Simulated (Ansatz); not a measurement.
Br$_{3}$GeH (SMILES [Br][GeH]([Br])[Br])

| atom | x (Å) | y (Å) | z (Å) |
| --- | --- | --- | --- |
| Br | -2.0405 | -0.3259 | 4.2008 |
| Br | -0.9939 | -3.6802 | 2.9516 |
| Br | 1.5675 | -1.2693 | 4.1903 |
| Ge | -0.4151 | -1.4679 | 3.0626 |
| H | -0.2699 | -0.8969 | 1.6508 |

Geometry: PBE0-D4/def2-SVP.

All numbers below come from isolated molecule in a Gaussian basis; Kohn-Sham density functional theory, functional PBE0 (Ansatz 0.2.0).

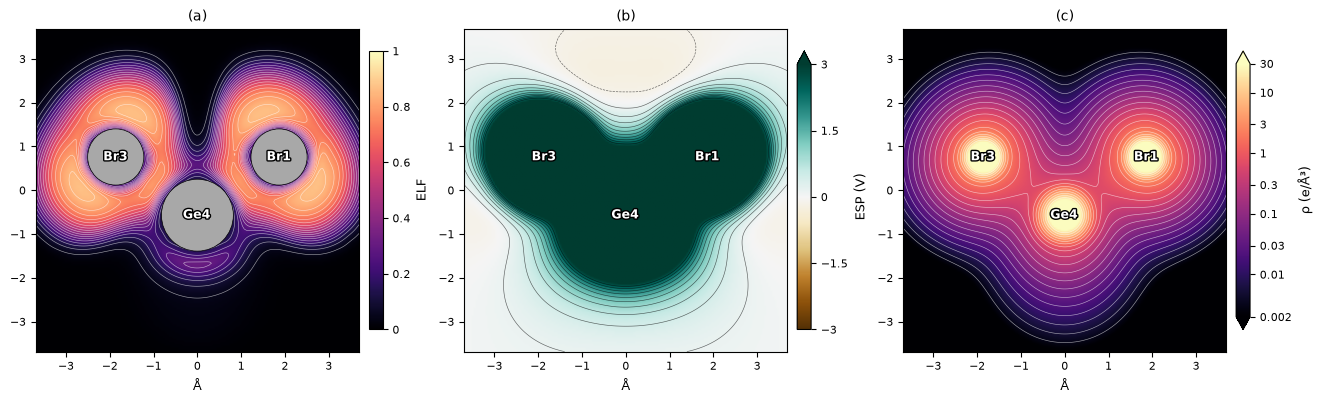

Figure 1. (a) electron localisation function; (b) electrostatic potential; (c) electron density on the plane of atoms Br1, Ge4 and Br3. Grey discs cover the atomic cores in the ELF map.

What do the fields say about this system?

Answer. Atoms in the plane: Br and Ge. Ge–Br (2.29 Å): ρ at the midpoint is about 0.72 e/Å³; the ELF peaks at about 0.80 in the valence shell of Br, 1.0 Å from its nucleus, and is about 0.75 at the midpoint. The ELF also peaks beside Br3 and Br1, away from the bonds: lone-pair regions. The potential has no marked negative region in this plane.

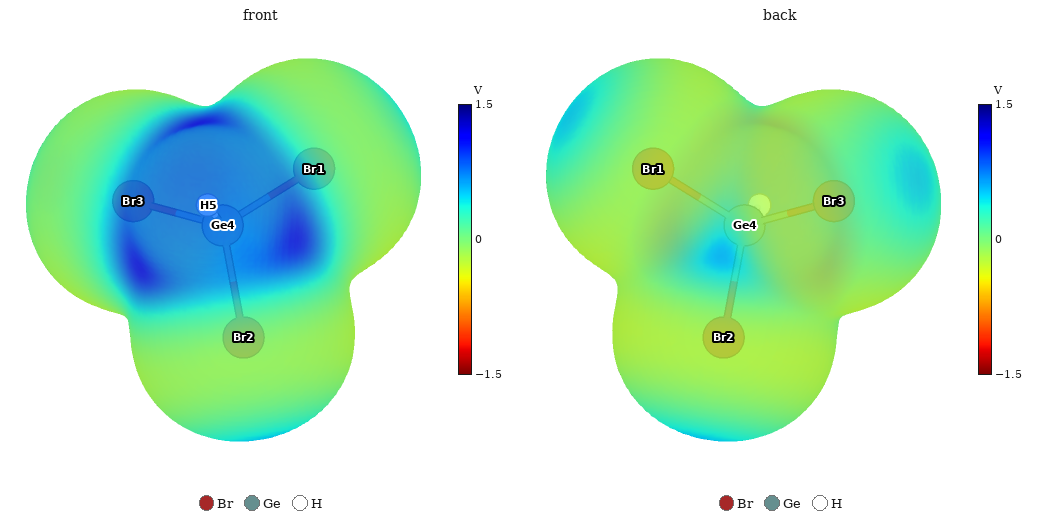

Figure 2. The molecular electrostatic potential painted on the density surface at 0.001 e/bohr³, seen from the front and from behind; red is negative and blue positive.

Where is the surface potential most negative and most positive?

Answer. The most negative region (about −0.2 V) lies over Br1, Br2 and Br3, the most positive (about +1.1 V) over Ge4. Br1 shows a σ-hole: about +0.5 V at the tip opposite its bond, against about −0.2 V on its flanks. Br2 shows a σ-hole: about +0.5 V at the tip opposite its bond, against about −0.2 V on its flanks. Br3 shows a σ-hole: about +0.5 V at the tip opposite its bond, against about −0.2 V on its flanks.

What dipole moment does the calculation give?

Answer. Its dipole moment is 1.14 D.

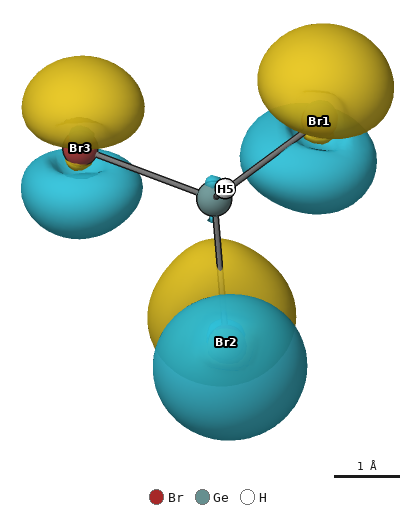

Figure 3. The HOMO−1 at ±0.1 Å⁻³ᐟ² (yellow and cyan are the two phases), seen across its widest extent.

Describe this orbital and give its energy.

Answer. Its weight (Hirshfeld) is mainly on Br2 (about 50 %), Br1 (about 25 %) and Br3 (about 15 %); largely a combination of lone pairs on Br2, Br1 and Br3. It is one of a degenerate set, so its orientation is arbitrary. Its energy is −8.87 eV.

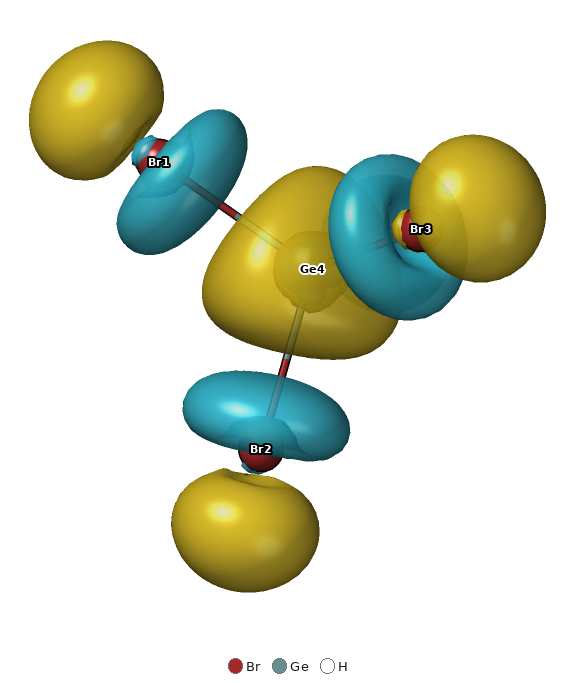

Figure 4. One frontier orbital at ±0.1 Å⁻³ᐟ² (yellow and cyan are the two phases), seen at an oblique angle.

Which orbital is it: HOMO or LUMO?

Answer. The LUMO, at −2.17 eV. By Hirshfeld shares it lies mainly on Ge4 (about 30 %), Br1 (about 20 %), Br2 (about 20 %), Br3 (about 20 %) and H5 (about 10 %).
